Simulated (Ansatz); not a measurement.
## Geometry relaxation, with input and output: C2H6ClGeN

- system: C2H6ClGeN
- method: UKS RPBE-d3bj/6-31G* (Ansatz 0.2.0)

The run did not end well. The geometry comes from this level: PBE0-D4/def2-TZVP.

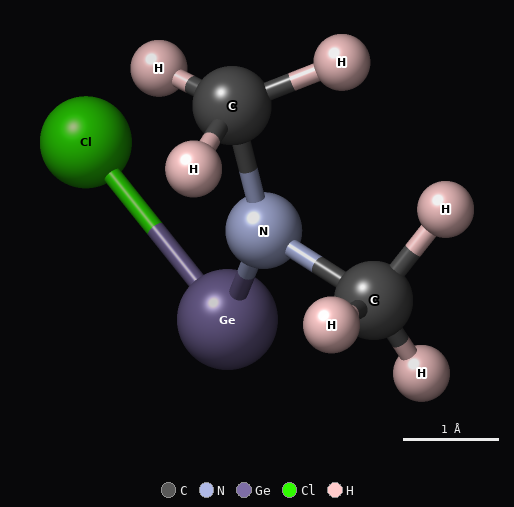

Fig. 1: The structure as given in the input (ball-and-stick view, seen at a tilt). Sticks mark near contacts.

**The input**
```yaml
crystal:
  periodic: [false, false, false]
  atoms:
    - {symbol: C, position_ang: [-1.076469, -0.076778, 0.672950]}
    - {symbol: N, position_ang: [0.050596, 0.181643, -0.316394]}
    - {symbol: C, position_ang: [1.124975, -0.938786, -0.243174]}
    - {symbol: Ge, position_ang: [0.624273, 1.353086, -1.439779]}
    - {symbol: Cl, position_ang: [-1.217117, 2.998091, -0.762801]}
    - {symbol: H, position_ang: [-1.707121, 0.760085, 0.530790]}
    - {symbol: H, position_ang: [-0.392510, -0.332355, 1.686897]}
    - {symbol: H, position_ang: [-1.360593, -1.011461, -0.016719]}
    - {symbol: H, position_ang: [1.217007, -1.054465, 0.985992]}
    - {symbol: H, position_ang: [2.071544, -0.743349, -0.665571]}
    - {symbol: H, position_ang: [0.569928, -1.886985, -0.598129]}
basis:
  gaussian: {orbitals: "6-31G*"}
magnetization: {spin_polarized: true, initial_magnetization: 0}
hamiltonian: {xc: {name: RPBE}, dispersion: d3bj}
relax: {f_tol: 0.001, max_steps: 3}
```

Launch command:
```bash
ansatz run in.yaml --threads 4 --pin off --events-out ev --progress --plain --max-ram 10444MiB
```

**What the program printed**
```
Functional definition: RPBE
  name "RPBE"
  cite "Hammer, Hansen & Nørskov, Phys. Rev. B 59, 7413 (1999) doi:10.1103/PhysRevB.59.7413"
  cite "Perdew, Burke & Ernzerhof, Phys. Rev. Lett. 77, 3865 (1996) doi:10.1103/PhysRevLett.77.3865"
  parameter kappa = 0.804
  parameter beta = 0.06672455060314922
  exchange = rpbe_x(kappa = kappa, mu = beta*pi^2/3)
  correlation = pbe_c(beta = beta)
1364 factors; their error is unknown
mean field evaluation 1: about -72681.0777 eV, gradient 4.4e1 eV
mean field evaluation 2: about -72628.6845 eV, gradient 1.0e2 eV
mean field evaluation 4: about -72689.7278 eV, gradient 9.3e0 eV
mean field evaluation 8: about -72690.1414 eV, gradient 3.0e-1 eV
mean field evaluation 16: about -72690.0693 eV, gradient 2.2e-3 eV
mean field -72690.06929035 eV, -2671.3107753217 hartree, gradient 4.7e-5 eV, S^2 0.000000; 0 other end points of the search recorded, 0 dependent functions left out
the calculation of the forces begins
reference -72690.06932268 eV, -2671.3107765099 hartree; 37, 37 occupied and 74, 74 virtual orbitals, 1364 factors
relax step   1: F+E_penalty+E_count = -72691.58492556 eV  Δ(F+E_penalty+E_count) = +0.000e0 eV  max|allowed force component| = 4.364e0 eV/Å  Δτ_max = 0.0000 Å  (35 SCF iters, accepted)
these checks for a lower state are left out or cut short: starts, cluster_reference, orbital_swaps, neighbouring_geometries, increment
1364 factors; their error is unknown
mean field -72691.94718423 eV, -2671.3797866491 hartree, gradient 7.2e-6 eV, S^2 0.000000; 0 other end points of the search recorded, 0 dependent functions left out
the calculation of the forces begins
reference -72691.94721551 eV, -2671.3797877983 hartree; 37, 37 occupied and 74, 74 virtual orbitals, 1364 factors
relax step   2: F+E_penalty+E_count = -72693.47203847 eV  Δ(F+E_penalty+E_count) = -1.887e0 eV  max|allowed force component| = 2.705e0 eV/Å  Δτ_max = 0.1948 Å  (38 SCF iters, accepted)
these checks for a lower state are left out or cut short: starts, cluster_reference, orbital_swaps, neighbouring_geometries, increment
1364 factors; their error is unknown
mean field evaluation 32: about -72692.3773 eV, gradient 1.8e-3 eV
mean field -72692.37726263 eV, -2671.3955917387 hartree, gradient 8.2e-6 eV, S^2 0.000000; 0 other end points of the search recorded, 0 dependent functions left out
the calculation of the forces begins
reference -72692.37729346 eV, -2671.3955928716 hartree; 37, 37 occupied and 74, 74 virtual orbitals, 1364 factors
relax step   3: F+E_penalty+E_count = -72693.91200594 eV  Δ(F+E_penalty+E_count) = -4.400e-1 eV  max|allowed force component| = 8.207e-1 eV/Å  Δτ_max = 0.1580 Å  (32 SCF iters, accepted)
```

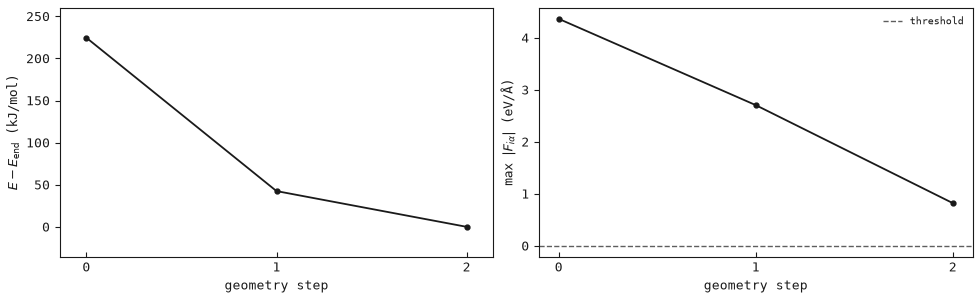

Fig. 2: Progress of the relaxation, step by step (the first geometry is step 0 here and step 1 in the log).

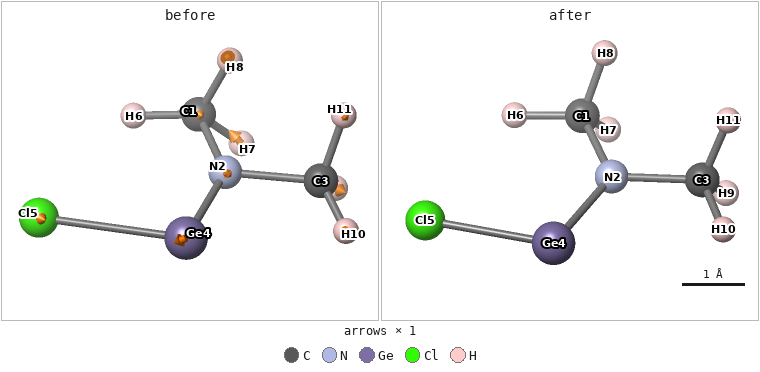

Fig. 3: Before (left) and after (right) the relaxation, at one scale (ball-and-stick view, seen at a tilt). The orange arrows give the displacements, at true length. The relaxation stopped without meeting its thresholds, so the last structure isn't shown to be converged. The largest move after the best rigid fit is that of H7, 0.31 Å. Largest moves by element: H 0.31 Å, Ge 0.24 Å, Cl 0.18 Å, N 0.14 Å, C 0.12 Å. Distances before and after: Ge4–Cl5 2.560 → 2.203 Å, C1–H7 1.249 → 1.094 Å, C3–H9 1.238 → 1.096 Å, N2–Ge4 1.721 → 1.836 Å. Among the angles that change: N2–C1–H8 86.2° → 110.2°, H6–C1–H7 126.7° → 109.0°, C1–N2–Ge4 141.9° → 130.2°. The energy falls by 224.5 kJ/mol in 2 geometry steps. Largest force component: 4.4 eV/Å at the start, 0.82 eV/Å at the end. (Atoms are counted from 1 in the order of the input.)

```
Error: geometry relaxation did not converge after 3 steps: max|allowed force component| = 8.21e-1 eV/Å (threshold 1.0e-3). Raise `relax.max_steps` over both its present limit and 3, loosen `relax.f_tol`, or start from a geometry closer to equilibrium. Where this run's directory can be resumed (`checkpoint.write`), a resume goes on for up to `relax.max_steps` more
```

**Trajectory as extended XYZ (Å, eV, eV/Å), 3 frames, from step=1 to step=3**
```
11
Properties=species:S:1:pos:R:3:forces:R:3 step=1 energy=-72691.58493
C    -1.0765   -0.0768    0.6730    4.3056  -3.4339  -1.9476
N     0.0506    0.1816   -0.3164    1.5401  -2.1371   1.9308
C     1.1250   -0.9388   -0.2432   -4.3640  -1.0142   4.0410
Ge    0.6243    1.3531   -1.4398   -0.7387   3.6237  -1.3207
Cl   -1.2171    2.9981   -0.7628    1.1696  -0.9949  -0.5735
H    -1.7071    0.7601    0.5308   -1.1573   1.0524   0.6875
H    -0.3925   -0.3324    1.6869   -2.7358   0.6286  -2.0114
H    -1.3606   -1.0115   -0.0167   -0.9036   1.0293   2.7170
H     1.2170   -1.0545    0.9860    0.4155  -0.0746  -2.8171
H     2.0715   -0.7433   -0.6656    1.2051   0.4260  -0.9468
H     0.5699   -1.8870   -0.5981    1.2636   0.8948   0.2408
11
Properties=species:S:1:pos:R:3:forces:R:3 step=2 energy=-72693.47204
C    -1.0068   -0.0939    0.6099    1.0223  -1.2863  -0.7635
N     0.1312    0.2168   -0.3114    0.2545  -2.7049   1.8362
C     1.1042   -0.9443   -0.2079   -1.3146   0.2082   1.5865
Ge    0.5906    1.4971   -1.4459   -0.3481   1.8503  -0.6288
Cl   -1.1400    2.9505   -0.8217    0.5230  -0.4058  -0.3233
H    -1.7138    0.7385    0.5657   -0.1146   0.0306   0.3834
H    -0.5480   -0.3480    1.6523   -1.0591   0.5508  -1.3593
H    -1.4647   -1.0542    0.1423    0.2337   1.1735   1.0402
H     1.2819   -1.0961    0.9233    0.0735   0.0654  -1.3677
H     2.0564   -0.7369   -0.6872    0.3109   0.0757  -0.4180
H     0.6134   -1.8806   -0.5854    0.4185   0.4425   0.0143
11
Properties=species:S:1:pos:R:3:forces:R:3 step=3 energy=-72693.91201
C    -1.0090   -0.1093    0.5791   -0.1599  -0.0436  -0.2481
N     0.1626    0.1449   -0.2494   -0.2353  -0.3871   0.2915
C     1.1227   -0.9643   -0.1830    0.0179   0.4775  -0.4047
Ge    0.5505    1.5642   -1.3483    0.8207  -0.1089  -0.3991
Cl   -1.1038    2.9455   -0.8935   -0.5621   0.2607   0.1876
H    -1.7072    0.7401    0.5720    0.1020   0.0287  -0.1222
H    -0.6931   -0.3029    1.6087    0.0796  -0.0185   0.4523
H    -1.5359   -1.0223    0.2294   -0.0137   0.0924  -0.0329
H     1.4073   -1.1383    0.8605    0.1744  -0.0783   0.3150
H     2.0349   -0.7186   -0.7652   -0.1893  -0.0502   0.0570
H     0.6756   -1.8902   -0.5764   -0.0344  -0.1728  -0.0962
```

**Outcome**

- outcome: not converged
- hardware: 4 threads of Intel Xeon @ 2.50GHz, 180 GiB of memory available, shared host
- wall time: 17 s (CPU time 45 s)
- peak memory: 0.47 GiB

**What went wrong**

This input holds a deliberate fault: the optimiser is allowed too few steps. The run did not converge: “geometry relaxation did not converge after 3 steps: max|allowed force component| = 8.21e-1 eV/Å (threshold 1.0e-3). Raise `relax.max_steps` over both its present limit and 3, loosen `relax.f_tol`, or start from a geometry closer to equilibrium …” Its last values are not results.
